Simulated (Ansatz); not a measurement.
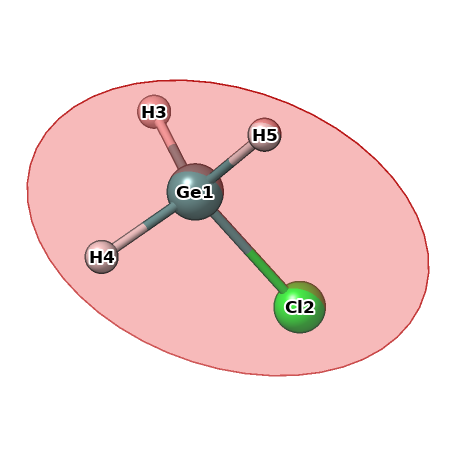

A disc through the centre of mass is drawn in. Distant atoms are faded towards the background colour. Computed geometry: PBE0-D4/def2-TZVP optimisation.

Question: Is the plane of the disc a mirror plane of the structure?

Answer: Yes. The reflection leaves Ge1, Cl2, H5 in place and moves H3 ↔ H4. The point group is C3v.
